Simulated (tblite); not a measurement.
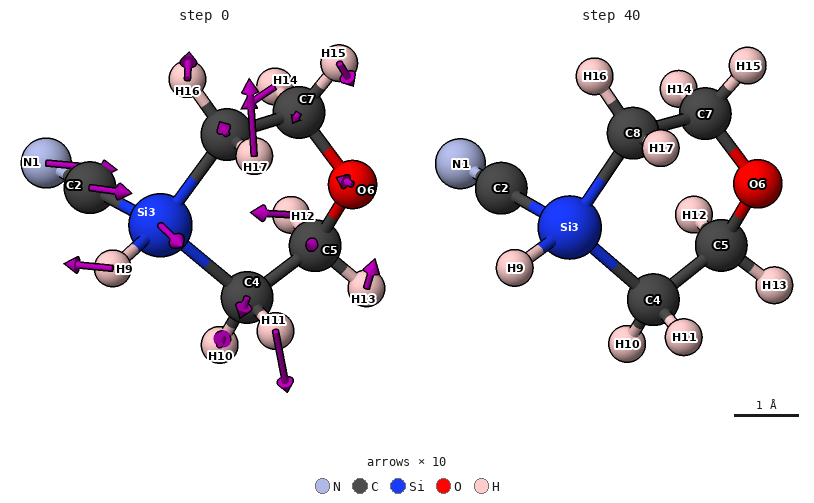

The structure of C5H9NOSi before (left) and after (right) a relaxation, at one scale. The purple arrows give the displacements, 10 times their true length.

A ball-and-stick model, seen at a tilt.

All numbers below come from GFN2-xTB geometry optimisation, gas phase in tblite. 

> Describe what moved and what it gained.

The largest move after the best rigid fit is that of H17, 0.13 Å. By element the largest moves are H 0.13 Å, N 0.12 Å, Si 0.09 Å, C 0.08 Å, O 0.03 Å. Some distances before and after: N1–C2 1.177 → 1.146 Å, O6–C7 1.438 → 1.408 Å, Si3–H9 1.489 → 1.463 Å, C5–O6 1.434 → 1.408 Å. Bond angles that change, for instance: C4–Si3–H9 110.5° → 115.0°, C2–Si3–H9 112.5° → 108.0°, C8–Si3–H9 110.9° → 115.1°. Over 40 geometry steps the energy falls by 16.9 kJ/mol. The run took 0.23 s on 1 thread of Arm Neoverse V2 (shared host).
